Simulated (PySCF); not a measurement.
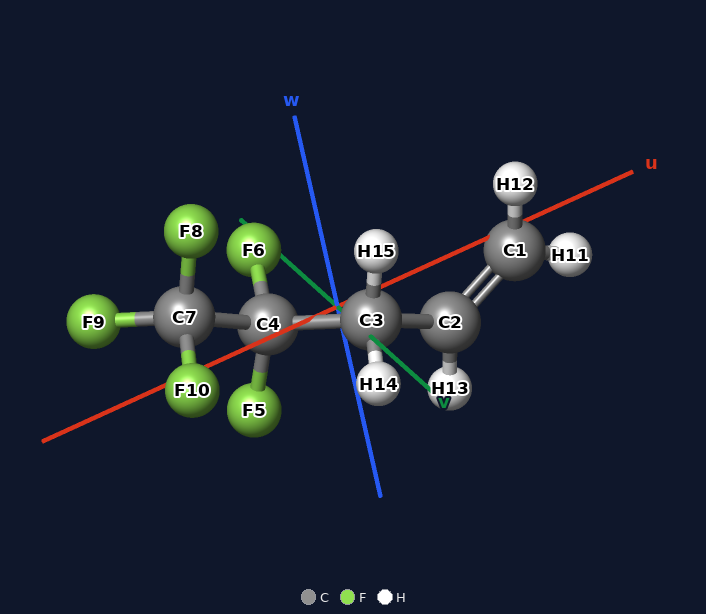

The lines u, v and w are the principal axes of the static dipole polarisability. The geometry was computed by an optimisation with GFN2-xTB. No frequency run is at hand to confirm it as a minimum. Method: PBE0/def2-SVPD (PySCF 2.14.0).

**Along which axis is the molecule most polarisable, and along which least?**

Most along u (close to the long direction C1···F9), least along v.

**Give the three principal values.**

u 80.5, v 55.1, w 59.2 bohr³; mean 65.0, anisotropy 23.6 bohr³.
